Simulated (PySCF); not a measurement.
**C2H6AlFO2 (SMILES C[O][Al]([F])[O]C): levels of theory compared**

We compute a comparison of 6 runs (HF/STO-3G, HF/3-21G, HF/def2-SVP, BP86/STO-3G, B3LYP/6-31G*, MP2/6-31+G*) of C2H6AlFO2. 

Program for the calculation: PySCF 2.14.0.

### 1 The structure to begin with

C2H6AlFO2 has 12 atoms, charge 0, and is taken as a singlet. As SMILES, `C[O][Al]([F])[O]C`. The shape is that of a PBE0-D4/def2-TZVP optimisation. This is one conformer, not always the lowest.

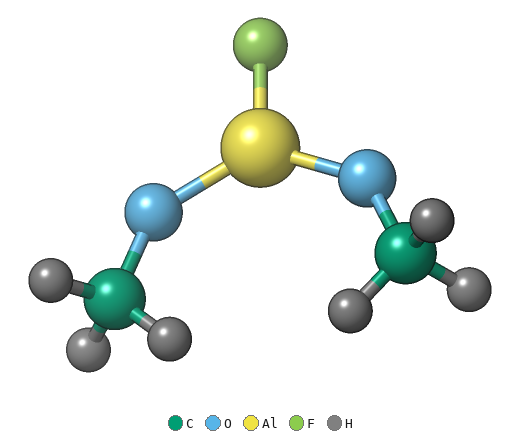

The structure, seen from a chosen angle (carbon teal, oxygen blue, aluminium yellow, fluorine green, hydrogen grey).

### 2 Energy and forces at HF/STO-3G (run 1)

Contents of mol.xyz:

```xyz
12
C2H6AlFO2
C     -1.234700    -1.590600     0.559400
O     -1.271400    -0.286900     1.055300
Al    -0.478000     1.168700     0.859000
F     -0.993800     2.425800     1.774800
O      0.791700     1.461500    -0.183700
C      1.572000     0.794000    -1.128000
H     -1.051500    -2.297100     1.375400
H     -0.452800    -1.736300    -0.195600
H     -2.196500    -1.844900     0.102700
H      2.625300     0.821800    -0.831100
H      1.483400     1.285500    -2.102200
H      1.283300    -0.256600    -1.251900
```

Contents of run.py:

```python
import pyscf.grad
from pyscf import gto, scf

mol = gto.Mole()
mol.atom = 'mol.xyz'
mol.max_memory = 1860
mol.verbose = 4
mol.basis = 'sto-3g'
mol.spin = 0
mol.build()

mf = scf.RHF(mol)
mf.conv_tol = 1e-10
mf.kernel()
if not mf.converged:
    mf = mf.newton().run(mf.mo_coeff, mf.mo_occ)

e_final = mf.e_tot
print('E(%s) = %.9f' % ('HF', e_final))
grad = mf.Gradients().kernel()
dip = mf.dip_moment()
pop, q = mf.mulliken_pop()
```

Command:

```sh
OMP_NUM_THREADS=1 python run.py
```

Log:

```text
PySCF version 2.14.0

[... 64 lines left out ...]
converged SCF energy = -563.154383616373
[... 12 lines left out ...]
Dipole moment(X, Y, Z, Debye):  0.54385, -1.30709, -0.95744
[... 53 lines left out ...]
charge of   11H =      0.03441
```

It took 4.5 s on 1 thread of Intel Xeon at 2.70GHz, shared host; peak memory 0.12 GiB.

### 3 Energy and forces at HF/3-21G (run 2)

Contents of input.py:

```python
from pyscf import gto

molecule = gto.Mole()
molecule.atom = [
    ('C', (-1.234700, -1.590600, 0.559400)),
    ('O', (-1.271400, -0.286900, 1.055300)),
    ('Al', (-0.478000, 1.168700, 0.859000)),
    ('F', (-0.993800, 2.425800, 1.774800)),
    ('O', (0.791700, 1.461500, -0.183700)),
    ('C', (1.572000, 0.794000, -1.128000)),
    ('H', (-1.051500, -2.297100, 1.375400)),
    ('H', (-0.452800, -1.736300, -0.195600)),
    ('H', (-2.196500, -1.844900, 0.102700)),
    ('H', (2.625300, 0.821800, -0.831100)),
    ('H', (1.483400, 1.285500, -2.102200)),
    ('H', (1.283300, -0.256600, -1.251900)),
]
molecule.charge = 0
molecule.verbose = 4
molecule.spin = 0
molecule.basis = '3-21g'
molecule.max_memory = 1860
molecule.build()

mf = molecule.RHF()
mf.conv_tol = 1e-10
mf.kernel()
if not mf.converged:
    mf = mf.newton().run(mf.mo_coeff, mf.mo_occ)

e_final = mf.e_tot
print('E(%s) = %.9f' % ('HF', e_final))
grad = mf.nuc_grad_method().kernel()
mf.analyze()
```

Command:

```sh
OMP_NUM_THREADS=1 python input.py
```

Log:

```text
PySCF version 2.14.0

[... 85 lines left out ...]
DFT Exchange-Correlation Energy =      -57.437772327901712
[... 15 lines left out ...]
MO #14  energy= -0.929118474450575 occ= 2
[... 13 lines left out ...]
MO #28  energy= -0.428967024101119 occ= 2
[... 13 lines left out ...]
MO #42  energy= 0.49403593963381   occ= 0
[... 13 lines left out ...]
MO #56  energy= 1.3952212013489    occ= 0
[... 13 lines left out ...]
MO #70  energy= 3.79605948860809   occ= 0
[... 85 lines left out ...]
Dipole moment(X, Y, Z, Debye):  1.36805, -3.29909, -2.41211
```

Wall time 5.7 s (1 thread of Intel Xeon at 2.70GHz, shared host); peak memory 0.14 GiB.

Runs 3 to 5 aren't shown in full; the table further down has their settings and results.

### 4 Energy and gradient at MP2/6-31+G(d) (spherical functions) (run 6)

Contents of job.py:

```python
# C[O][Al]([F])[O]C
from pyscf import gto, mp

mol = gto.Mole()
mol.atom = '''
C       -1.234700      -1.590600       0.559400
O       -1.271400      -0.286900       1.055300
Al      -0.478000       1.168700       0.859000
F       -0.993800       2.425800       1.774800
O        0.791700       1.461500      -0.183700
C        1.572000       0.794000      -1.128000
H       -1.051500      -2.297100       1.375400
H       -0.452800      -1.736300      -0.195600
H       -2.196500      -1.844900       0.102700
H        2.625300       0.821800      -0.831100
H        1.483400       1.285500      -2.102200
H        1.283300      -0.256600      -1.251900
'''
mol.charge = 0
mol.basis = '6-31+g*'
mol.max_memory = 1860
mol.verbose = 4
mol.build()

calc0 = mol.RHF()
calc0.conv_tol = 1e-10
calc0.kernel()
if not calc0.converged:
    calc0 = calc0.newton().run(calc0.mo_coeff, calc0.mo_occ)

pt = mp.MP2(calc0, frozen=10).run()
e_tot = pt.e_tot
print('E = %.10f Eh' % e_tot)
grad = pt.nuc_grad_method().kernel()
calc0.analyze()
```

Command:

```sh
OMP_NUM_THREADS=1 python job.py
```

Log:

```text
PySCF version 2.14.0

[... 103 lines left out ...]
MO #9   energy= -3.23132144261413  occ= 2
[... 22 lines left out ...]
MO #32  energy= 0.0767787644991866 occ= 0
[... 22 lines left out ...]
MO #55  energy= 0.409348674585845  occ= 0
[... 22 lines left out ...]
MO #78  energy= 1.12423986942948   occ= 0
[... 22 lines left out ...]
MO #101 energy= 2.07794984110661   occ= 0
[... 22 lines left out ...]
MO #124 energy= 3.3422201008825    occ= 0
[... 139 lines left out ...]
Dipole moment(X, Y, Z, Debye):  1.23158, -2.96932, -2.17157
```

Run time: 63 s. Hardware: 1 thread of Intel Xeon at 2.70GHz, shared host; peak memory 1.5 GiB.

### 5 All runs side by side

```
run                               level  integration grid  frozen core orbitals  energy (Eh)  dipole moment (D) of the reference  HOMO energy (eV)  LUMO energy (eV)  wall time
  1                           HF/STO-3G                 –                     –  -563.154384                                1.71             -7.94             10.43      4.5 s
  2                            HF/3-21G                 –                     –  -567.362771                                4.31            -11.67              3.33      5.7 s
  3                         HF/def2-SVP                 –                     –  -570.143784                                3.86            -12.18              2.62       22 s
  4                         BP86/STO-3G                 5                     –  -565.205979                                1.13             -1.65              4.25       22 s
  5  B3LYP/6-31G* (spherical functions)                 5                     –  -572.688839                                3.32             -7.69             -0.54       75 s
  6   MP2/6-31+G* (spherical functions)                 –                    10  -571.315979                                3.88            -12.25              1.25       63 s
```

### 6 Summary of results

```
                                           quantity          value
                                run 6: total energy  -571.31598 Eh
        run 6: dipole moment (Hartree–Fock density)         3.88 D
         run 6: HOMO energy (Hartree–Fock orbitals)      -12.25 eV
         run 6: LUMO energy (Hartree–Fock orbitals)        1.25 eV
       run 6: HOMO–LUMO gap (Hartree–Fock orbitals)       13.50 eV
run 6: correlation energy (10 core orbitals frozen)     -846.0 mEh
                    run 6: largest force on an atom     1.053 eV/Å
```

What this shows: Over runs 1, 2, 3, 4, 5 the dipole moment (its size) runs from 1.13 D (BP86/STO-3G) to 4.31 D (HF/3-21G). The two ends differ in method and basis. Over runs 1, 2, 3, 4, 5 the HOMO–LUMO gap runs from 5.91 eV (BP86/STO-3G) to 18.37 eV (HF/STO-3G). Exact exchange widens orbital gaps. Totals of different functionals can't be ranked against each other. In runs 1, 4 the basis is minimal, so the values are rough. All runs together took 3.2 min, the longest 75 s.
